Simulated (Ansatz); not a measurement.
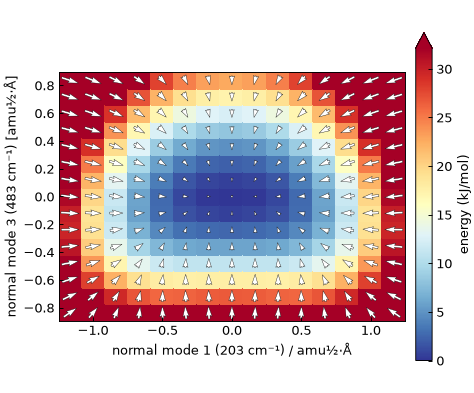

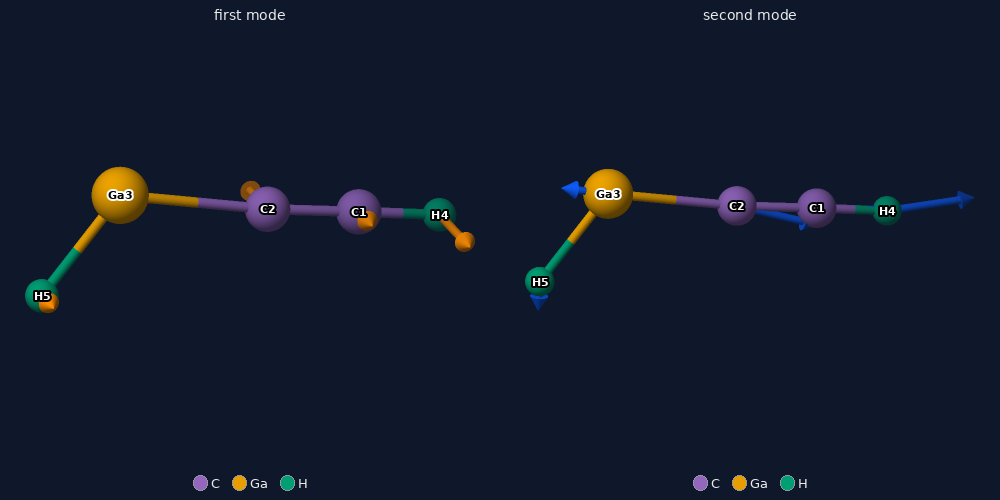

Energy landscape of C₂H₂Ga, SMILES C#[C][GaH], spin multiplicity 2. Coordinates scanned: (1) normal mode 1 (203 cm⁻¹); (2) normal mode 3 (483 cm⁻¹). Nothing is relaxed (straight displacements along the two mass-weighted modes). Grid: 15 × 15 points; 120 points were computed and 105 follow by symmetry. Energies are in kJ/mol, from the lowest grid point. All numbers below come from UHF/def2-TZVP in Ansatz.

In the figure: one coloured cell a grid point, arrows along the force (downhill), their lengths compressed, one colour for all values above the top of the scale. The second picture is the structure at the lowest point

Where are the wells?

The lowest grid point is at normal mode 1 (203 cm⁻¹) = 0.000 amu½·Å, normal mode 3 (483 cm⁻¹) = 0.000 amu½·Å. No other kind of well shows on this grid. The highest grid point, normal mode 1 (203 cm⁻¹) = −1.165 amu½·Å, normal mode 3 (483 cm⁻¹) = 0.836 amu½·Å, lies 65.0 kJ/mol above the lowest.

Each point was launched as `ansatz run input.yaml --threads 1 --pin off --max-ram 2560MiB --backend cpu --events-out ev --progress --plain --runs-dir out`. Time for the 120 points that were run: 14 min on 1 thread of Intel(R) Xeon(R) 6975P-C (Granite Rapids) (shared host).
